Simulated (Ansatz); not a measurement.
**One shape, several levels: SiH2F− (SMILES F[SiH2-])**

Wanted: a comparison of 6 runs (B3LYP/STO-3G, BHLYP/STO-3G, UPBE/STO-3G, r2SCAN/STO-3G, CCSDT/STO-3G, CCSDTQ/STO-3G) of SiH2F−. 

The calculation is run with Ansatz 0.2.0.

3 further runs of the same task are left out: 2 that didn't finish, 1 set aside as unsound or not needed.

**1. The structure to begin with**

The species is SiH2F− (4 atoms), meant as a singlet with charge -1. As SMILES, `F[SiH2-]`. The Si2–F1 distance was set to 2.583 Å, away from the relaxed value. At this shape a bond of the SMILES string is far longer than usual.

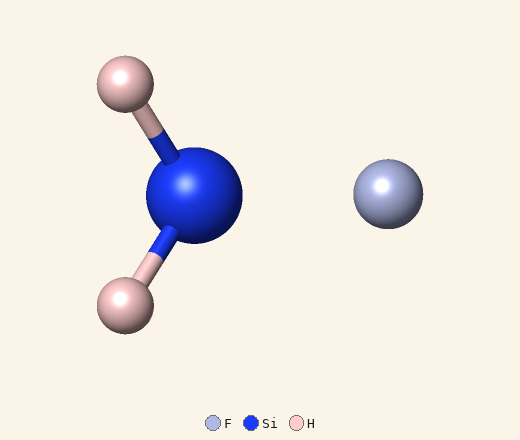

Viewed from a chosen angle; fluorine light blue, silicon blue, hydrogen pink.

**2. The energy at B3LYP/STO-3G (run 1)**

input.yaml

```yaml
crystal:
  periodic: [false, false, false]
  atoms:
    - symbol: F
      position_ang: [1.893357, 1.232076, -0.355770]
    - symbol: Si
      position_ang: [-0.114010, -0.391590, -0.440070]
    - symbol: H
      position_ang: [-1.185360, 0.658330, -0.143280]
    - symbol: H
      position_ang: [0.075140, -0.957590, 0.967210]
basis:
  gaussian:
    orbitals: STO-3G
magnetization:
  spin_polarized: false
accuracy: high
hamiltonian:
  xc: {name: B3LYP}
total_charge: -1
```

The run is started by

```sh
$ ansatz run input.yaml --threads 1 --pin off --max-ram 2610MiB --events-out events.jsonl --progress --plain --runs-dir runs
```

Output:

```text
Warning: RAYON_NUM_THREADS=1 ignored (pool sized by the plan → 1); use --threads N
Functional definition: B3LYP
  name "B3LYP"
  parameter a0 = 0.2
  parameter ax = 0.72
  parameter ac = 0.81
  exchange = (1 - a0 - ax)*slater_x + ax*b88_x + a0*exact_x
  correlation = (1 - ac)*vwn_rpa_c + ac*lyp_c
255 factors; integrals over basis functions are off by at most 1.7e-8 eV
mean field evaluation 1: about -10485.4891 eV, gradient 1.9e1 eV
mean field evaluation 2: about -10483.4352 eV, gradient 1.6e1 eV
mean field evaluation 4: about -10483.1878 eV, gradient 3.0e1 eV
mean field evaluation 8: about -10487.4621 eV, gradient 5.1e-4 eV
mean field -10487.46209775 eV, -385.4071234352 hartree, gradient 1.1e-8 eV, S^2 0.000000; 0 other end points of the search recorded, 0 dependent functions left out
reference -10487.46212144 eV, -385.4071243057 hartree; 13, 13 occupied and 3, 3 virtual orbitals, 255 factors
Total energy: -10487.46212144 eV, -385.4071243057 hartree
```

Wall time 0.71 s (1 thread of Arm Neoverse V2, shared host).

**3. A single-point energy at BHLYP/STO-3G (run 2)**

job.yaml

```yaml
crystal:
  periodic: [false, false, false]
  atoms:
    - symbol: F
      position_ang: [1.893357, 1.232076, -0.355770]
    - symbol: Si
      position_ang: [-0.114010, -0.391590, -0.440070]
    - symbol: H
      position_ang: [-1.185360, 0.658330, -0.143280]
    - symbol: H
      position_ang: [0.075140, -0.957590, 0.967210]
basis:
  gaussian: {orbitals: STO-3G}
total_charge: -1
hamiltonian: {xc: {name: BHLYP}}
accuracy: high
```

The run is started by

```sh
$ ansatz run job.yaml --threads 1 --pin off --max-ram 2610MiB --events-out events.jsonl --progress --plain --runs-dir runs
```

Output:

```text
Warning: RAYON_NUM_THREADS=1 ignored (pool sized by the plan → 1); use --threads N
Functional definition: BHLYP
  name "BHLYP"
  parameter a = 0.5
  exchange = (1 - a)*b88_x + a*exact_x
  correlation = lyp_c
255 factors; integrals over basis functions are off by at most 1.7e-8 eV
mean field evaluation 1: about -10485.5177 eV, gradient 1.1e1 eV
mean field evaluation 2: about -10483.2168 eV, gradient 2.5e1 eV
mean field evaluation 4: about -10486.2641 eV, gradient 4.0e-1 eV
mean field evaluation 8: about -10486.2526 eV, gradient 2.9e-3 eV
mean field evaluation 16: about -10486.2526 eV, gradient 3.2e-8 eV
mean field -10486.25258372 eV, -385.3626746146 hartree, gradient 3.3e-8 eV, S^2 0.000000; 0 other end points of the search recorded, 0 dependent functions left out
reference -10486.25259996 eV, -385.3626752113 hartree; 13, 13 occupied and 3, 3 virtual orbitals, 255 factors
Total energy: -10486.25259996 eV, -385.3626752113 hartree
```

Wall time 0.6 s (1 thread of Arm Neoverse V2, shared host).

Run 3 isn't shown in full; the table further down has it.

**4. A single-point energy at r2SCAN/STO-3G (run 4)**

run.yaml

```yaml
crystal:
  periodic: [false, false, false]
  atoms:
    - symbol: F
      position_ang: [1.893357, 1.232076, -0.355770]
    - symbol: Si
      position_ang: [-0.114010, -0.391590, -0.440070]
    - symbol: H
      position_ang: [-1.185360, 0.658330, -0.143280]
    - symbol: H
      position_ang: [0.075140, -0.957590, 0.967210]
basis:
  gaussian:
    orbitals: STO-3G
total_charge: -1
hamiltonian:
  xc: {name: r2SCAN}
accuracy: high
```

The run is started by

```sh
$ ansatz run run.yaml --threads 1 --pin off --max-ram 2610MiB --events-out events.jsonl --progress --plain --runs-dir runs
```

Output:

```text
Warning: RAYON_NUM_THREADS=1 ignored (pool sized by the plan → 1); use --threads N
Functional definition: r2SCAN
  name "r2SCAN"
  parameter k0 = 0.174
  parameter k1 = 0.065
  parameter a1 = 4.9479
  exchange = r2scan_x(k0 = k0, k1 = k1, a1 = a1)
  correlation = r2scan_c
255 factors; integrals over basis functions are off by at most 1.7e-8 eV
mean field evaluation 1: about -10478.6973 eV, gradient 3.7e1 eV
mean field evaluation 2: about -10478.8872 eV, gradient 1.8e1 eV
mean field evaluation 4: about -10469.4058 eV, gradient 4.6e1 eV
mean field evaluation 8: about -10485.6874 eV, gradient 8.1e0 eV
mean field evaluation 16: about -10486.2788 eV, gradient 1.7e-8 eV
mean field -10486.27880932 eV, -385.3636383875 hartree, gradient 1.7e-8 eV, S^2 0.000000; 0 other end points of the search recorded, 0 dependent functions left out
reference -10486.27880964 eV, -385.3636383993 hartree; 13, 13 occupied and 3, 3 virtual orbitals, 255 factors
Total energy: -10486.27880964 eV, -385.3636383993 hartree
```

It took 1.7 s on 1 thread of Arm Neoverse V2, shared host; peak memory 0.12 GiB.

Run 5 isn't shown in full; the table further down has it.

**5. A single-point energy at CCSDTQ/STO-3G (run 6)**

run.yaml: that of step 4 with these lines changed.

```diff
@@ -12,7 +12,6 @@
 basis:
-  gaussian:
-    orbitals: STO-3G
+  gaussian: {orbitals: STO-3G}
 total_charge: -1
-hamiltonian:
-  xc: {name: r2SCAN}
+correlation: {method: ccsdtq, frozen_orbitals: {F: 1, H: 0, Si: 5}}
 accuracy: high
+scf: {omitted_lower_state_checks: [cluster_reference, increment]}
```

The run is started by

```sh
$ ansatz run run.yaml --threads 1 --pin off --max-ram 2610MiB --events-out events.jsonl --progress --plain --runs-dir runs
```

Output:

```text
Warning: RAYON_NUM_THREADS=1 ignored (pool sized by the plan → 1); use --threads N
[... 12 lines left out ...]
6 core orbitals not correlated: weight in the atoms' cores, before any rotation towards them, 1.000 or more for the frozen orbitals, at most 0.000 for the correlated occupied ones
[... 48 lines left out ...]
WARN: these amplitudes may be one of several solutions (largest doubles amplitude 0.42, level shift 2.10 eV)
Total energy: -10463.59618103 eV, -384.5300671728 hartree
Checks for a lower state left out: cluster_reference, increment
```

Wall time 2.4 s (1 thread of Arm Neoverse V2, shared host); peak memory 0.093 GiB.

**6. All runs side by side**

```
run          level  frozen core orbitals  energy (Eh)  wall time
  1   B3LYP/STO-3G                     –  -385.407124     0.71 s
  2   BHLYP/STO-3G                     –  -385.362675      0.6 s
  3    UPBE/STO-3G                     –  -385.150249      1.4 s
  4  r2SCAN/STO-3G                     –  -385.363638      1.7 s
  5   CCSDT/STO-3G                     6  -384.530477     0.18 s
  6  CCSDTQ/STO-3G                     6  -384.530067      2.4 s
```

**7. What came out**

| quantity | value |
| --- | --- |
| run 6: total energy | -384.53007 Eh |
| run 6: correlation energy (6 core orbitals frozen) | -110.3 mEh |
| run 6: T1 diagnostic | 0.057 |

**Reading.** Totals of different functionals can't be ranked against each other. In runs 5, 6 the log says that unrestricted orbitals would lower the reference, so the values rest on an unstable closed-shell determinant (other closed-shell runs at this shape may share the fault). In runs 1, 2, 3, 4, 5, 6 the basis is minimal, so the values are rough. All runs together took 7.1 s, the longest 2.4 s.
